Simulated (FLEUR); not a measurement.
Band structure of Dy (P6_3/mmc, 2 atoms in the cell).

```
Dy
1.0
    3.57873     0.00000     0.00000
   -1.78937     3.09927     0.00000
    0.00000     0.00000     5.48164
Dy
2
Direct
  0.33333   0.66667   0.25000
  0.66667   0.33333   0.75000
```
Moments meant for the start (each program seeds them in its own way; μB, in the order of the atoms Dy Dy): 5.0 5.0.

Level of theory: PBE, all-electron FLAPW (FLEUR), scalar-relativistic valence in FLEUR.

Settings: Kmax = 3.8 1/bohr; GmaxXC = 11.4 1/bohr; xcFunctional = pbe; jspins = 2; l_soc = F; mode = hist; fermiSmearingEnergy = 0.00367493 Htr; mesh (inpgen div1-3) = 9 9 5; inpgen gamma flag = false; Gmax = 11.4 1/bohr; numbands = 0; maxIterBroyd = 40; imix = Anderson; alpha = 0.05.

The starting cell comes from a database of computed structures (which also holds hypothetical and non-ambient phases and stackings), without a prior relaxation at this level. Its lattice was rescaled by a random factor within 2.5 % of one. Spin-orbit coupling is off. The f electrons are in the valence without U or exact exchange, which can misplace them near the Fermi level. Spin-orbit terms, which matter for f shells, are left out. Values depend on the basis (sphere radii, cutoffs, local orbitals), which need not be converged.

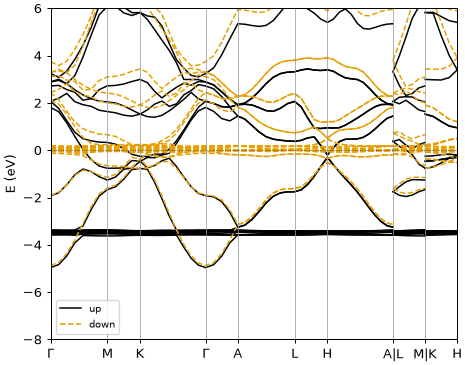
Figure: Bands along the path, energies from the Fermi level.

Levels in eV from the Fermi level, bands 21 to 28 of the first spin channel:
```json
[
 {"point": "Γ", "21": "-3.39", "22": "-3.39", "23": "-3.38", "24": "-1.92", "25": "1.81", "26": "2.07", "27": "2.07", "28": "2.72"},
 {"point": "M", "21": "-3.40", "22": "-3.36", "23": "-1.66", "24": "-1.26", "25": "-0.76", "26": "0.33", "27": "1.63", "28": "2.04"},
 {"point": "K", "21": "-3.40", "22": "-3.40", "23": "-0.77", "24": "-0.47", "25": "-0.47", "26": "-0.25", "27": "1.53", "28": "1.53"},
 {"point": "A", "21": "-3.39", "22": "-3.39", "23": "-3.25", "24": "-3.25", "25": "1.44", "26": "1.44", "27": "1.92", "28": "1.92"},
 {"point": "L", "21": "-3.42", "22": "-3.42", "23": "-1.75", "24": "-1.75", "25": "0.38", "26": "0.38", "27": "2.06", "28": "2.06"},
 {"point": "H", "21": "-3.41", "22": "-3.41", "23": "-0.30", "24": "-0.30", "25": "-0.20", "26": "-0.20", "27": "0.95", "28": "0.95"}
]
```
